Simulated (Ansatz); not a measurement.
A relaxed structure of TePb. All values below come from PBEsol (plane waves to 420 eV, PAW, scalar-relativistic; Ansatz, a program for electronic structure).

Fm-3m (No. 225), cF8, rock salt type; a = b = c = 6.443 Å, α = β = γ = 90.00°.

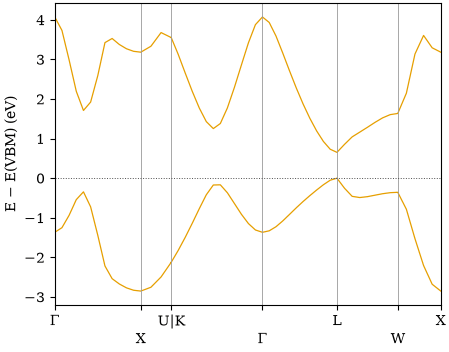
*Highest filled and lowest empty band along the path of this cell's Brillouin zone*

**Question.** Read off the gap and say whether it is direct.

**Answer.** 0.65 eV, direct at L (no spin-orbit coupling).

**Question.** How far does the top valence band disperse along this path?

**Answer.** About 2.9 eV.

No spin polarisation in the result. Spin-orbit coupling is missing; with elements this heavy it can move band edges by tenths of an eV or more.

Measured for TePb: gap 0.19 eV (0 K or low temperature; as listed in arXiv:2302.06325). Computed minus measured — gap: PBEsol +0.46 eV. The computed values are for a static lattice, and a measured gap can be an optical one, lowered by exciton binding.

The run could not lose the symmetry of its start; a randomly shaken copy of 4 atoms returns to this structure.
